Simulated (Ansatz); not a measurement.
Calculation: PBE (plane waves to 420 eV, PAW; Ansatz, a quantum-chemistry and plane-wave program).

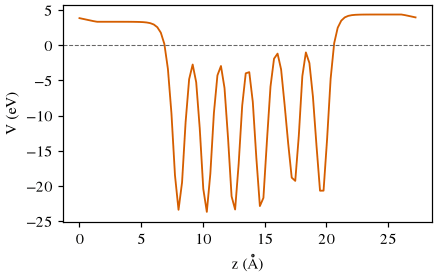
Planar average of the electrostatic potential across the slab, in eV from the Fermi level, for the (100) surface of rock-salt TaC, Y on all Ta sites of the second plane (bottom of the slab: a bare face, its two planes held)

Set-up: 12 atoms, 11.4 Å thick at the start; mesh 12x12x1; 0.1 eV smearing; dipole correction on; 4 atoms held, the rest relaxed; start symmetry kept, larger cells not searched; no spin, no spin-orbit, no U. It is one candidate, not shown to be the stable structure of the face.

Problem. The surface cell has an area of 10.02 Å². What dipole along the normal does the step between the two vacuum levels imply?

Solution. the top vacuum level lies 1.03 eV above the bottom one; p = −ε₀ A ΔV (ε₀ = 0.005526 e/(V·Å)) gives -0.06 e·Å a cell.
